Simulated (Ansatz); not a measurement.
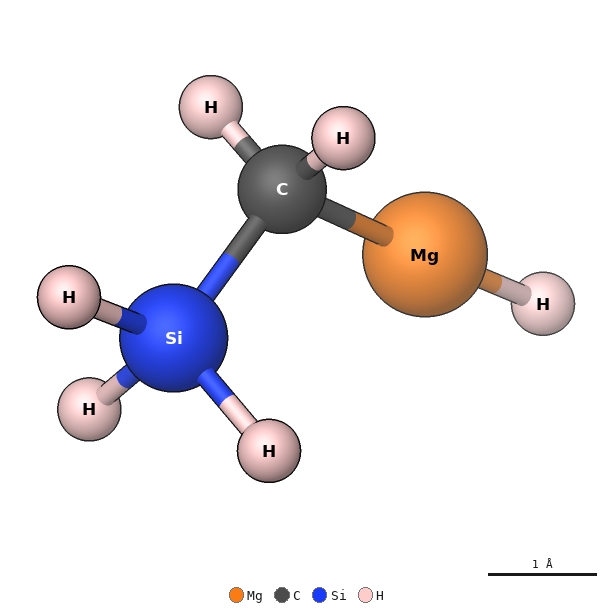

Distant atoms are faded towards the background colour. The computed structure is the end point of a PBE0-D4/def2-TZVP optimisation. No frequency run is at hand to confirm it as a minimum. Masses are those of the most abundant isotopes; constants are for the rigid equilibrium geometry.

Question: What kind of rotor is it, and what are its rotational constants in cm⁻¹?

Answer: An asymmetric top (Cs): A = 0.697, B = 0.101, C = 0.0922 cm⁻¹. Ray's parameter κ is −0.97, close to the prolate limit.
